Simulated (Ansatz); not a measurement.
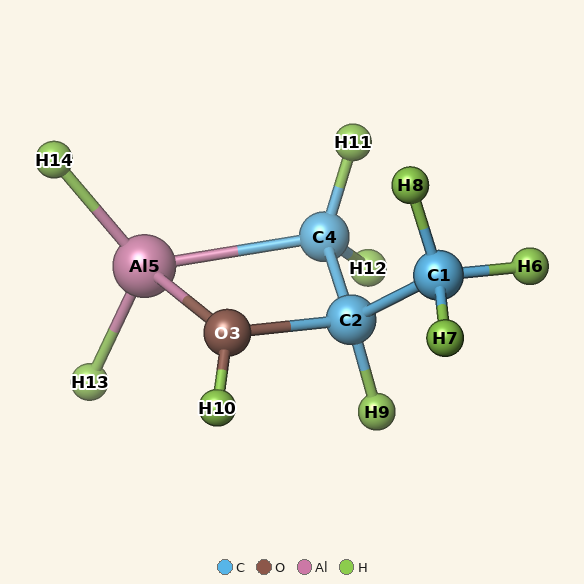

Atoms fade into the background with distance from the viewer. The geometry was computed by an optimisation with PBE-D4/def2-SVP. No frequency run is at hand to confirm it as a minimum.

What is the conformation of the ring C2–O3–Al5–C4?

Answer. It is puckered (butterfly). The Cremer–Pople amplitude Q is 0.20 Å.

Give the torsion angles round the ring, beginning with the bond from its second to its third atom.

Answer. −12°, 12°, −15°, 15°.
